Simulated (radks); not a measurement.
# Al⁴⁺ in [He] 2s2 2p5: an all-electron calculation

What are the levels of the aluminium ion Al4+, how large are its shells, and how does its energy divide?

Program: radks (a radial shooting solver on a logarithmic mesh, Libxc functionals) version 1. Level of theory: non-relativistic Kohn-Sham, LDA (Slater exchange, Perdew-Wang correlation), spin-polarised, spherical densities, point nucleus; open shells are filled with parallel spins first. These are calculated values, not measurements, unless marked.

### Step 1. The atom as given

- element: aluminium (Z = 13)
- charge: +4
- electrons: 9
- configuration: [He] 2s2 2p5

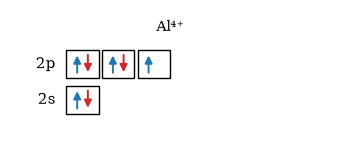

The shells outside the core, filled by Hund's rule for the drawing.

In the logs a row gives level, spin channel, occupation and eigenvalue; Etot, Ekin, Encl (electron-nucleus), Eh (Hartree) and Exc are energies, all in hartree; err is the last residual, it the number of iterations.

### Step 2. Self-consistent calculation

Input:

```text
Z 13
configuration [He] 2s2 2p5 3s0 3p0
relativity non-relativistic
functional lda,pw
spin polarised
nucleus point
```

Launch:

```sh
$ python run_ks.py task.json out
```

The same process makes all the runs of this session.

Log:

```text
1s      1   1.0000         -58.09685333
2s      1   1.0000          -6.48101780
2p      1   3.0000          -5.14966648
3s      1   0.0000          -1.75373320
3p      1   0.0000          -1.44984452
1s      2   1.0000         -58.03446044
2s      2   1.0000          -6.37791735
2p      2   2.0000          -5.03535943
3s      2   0.0000          -1.73774227
3p      2   0.0000          -1.43465883
Etot -234.91763399244115
Ekin 234.3840380386612
Encl -539.1232707959783
Eh 85.43390279281704
Exc -15.61230402794104
err 7.849180070715806e-10
it 14
```

It took 0.08 s on 1 thread of Intel Xeon Platinum 8488C, shared host; peak memory 0.24 GiB.

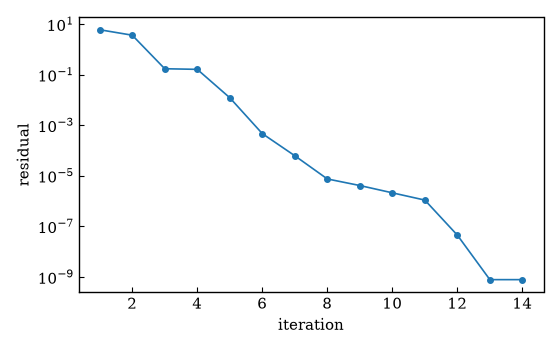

Residual of the self-consistent cycle.

### Step 3. Orbitals and density

Sizes of the orbitals, from the radial functions (bohr):

| level | occupation | energy (eV) | <r> | outermost maximum (interpolated) | 90 % within | nodes |
| --- | --- | --- | --- | --- | --- | --- |
| 1s up | 1 | -1580.9 | 0.1209 | 0.0790 | 0.216 | 0 |
| 1s down | 1 | -1579.2 | 0.1208 | 0.0789 | 0.216 | 0 |
| 2s up | 1 | -176.36 | 0.6060 | 0.490 | 0.951 | 1 |
| 2s down | 1 | -173.55 | 0.6092 | 0.492 | 0.957 | 1 |
| 2p up | 3 | -140.13 | 0.5643 | 0.414 | 0.941 | 0 |
| 2p down | 2 | -137.02 | 0.5693 | 0.416 | 0.951 | 0 |
| 3s up | 0 | -47.722 | 1.798 | 1.61 | 2.65 | 2 |
| 3s down | 0 | -47.286 | 1.811 | 1.63 | 2.67 | 2 |
| 3p up | 0 | -39.452 | 1.925 | 1.71 | 2.88 | 1 |
| 3p down | 0 | -39.039 | 1.944 | 1.73 | 2.91 | 1 |

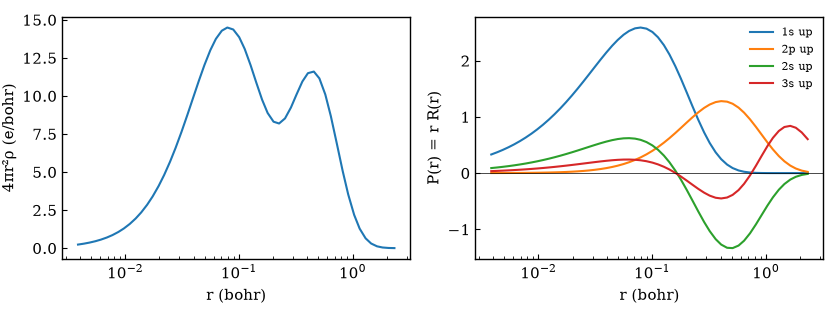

Radial density (left) and radial functions of outer levels (right).

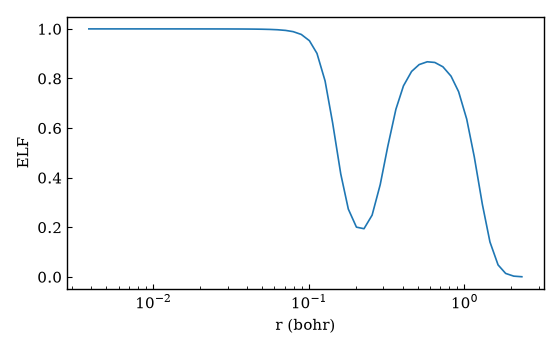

Electron localisation function against radius.

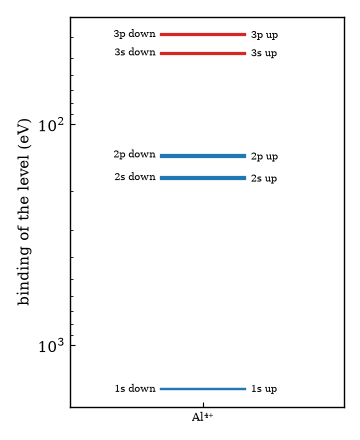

Level scheme on a logarithmic scale; filled levels blue, empty ones red.

Slater integrals of the outer shells (eV):

```csv
integral,shells,value
F0,"2p, 2p",44.262
F2,"2p, 2p",20.427
F0,"2p, 2s",42.113
G1,"2p, 2s",25.079
F0,"2p, 1s",62.085
G1,"2p, 1s",8.618
F0,"2p, 3s",17.940
G1,"2p, 3s",1.626
F0,"2s, 2s",40.700
F0,"2s, 1s",57.481
```

X-ray form factor f at sin θ/λ (1/Å): 0.05: 8.95, 0.15: 8.53, 0.25: 7.79, 0.4: 6.36, 0.6: 4.50, 1: 2.31, 1.5: 1.48.

### Step 4. Summary of results

| quantity | value |
| --- | --- |
| total energy | -234.91763 hartree |
| exchange-correlation share of it | 6.65 % |
| −T/E | 0.9977 |
| highest occupied level | 2p down, -137.02 eV |
| most extended occupied level | 2s down, <r> = 0.609 bohr |
| radius at density 0.001 e/bohr³ | 1.84 bohr |
| maxima of the radial density | 2 |
| ionisation energy, NIST | 153.83 (semi-emp.) eV |

What this shows: 2 principal shells are occupied and 2 maxima appear in the radial density. The ratio −T/E is 0.9977; for a non-relativistic Coulomb system it is 1 up to the kinetic part of correlation. Minus the highest eigenvalue, 137.02 eV, is 89 % of the tabulated ionisation energy (153.83 eV); the potential of a semilocal functional falls off too fast, so its top eigenvalue is too shallow. Open shells are spherical and high-spin; term and fine-structure splittings are not resolved.
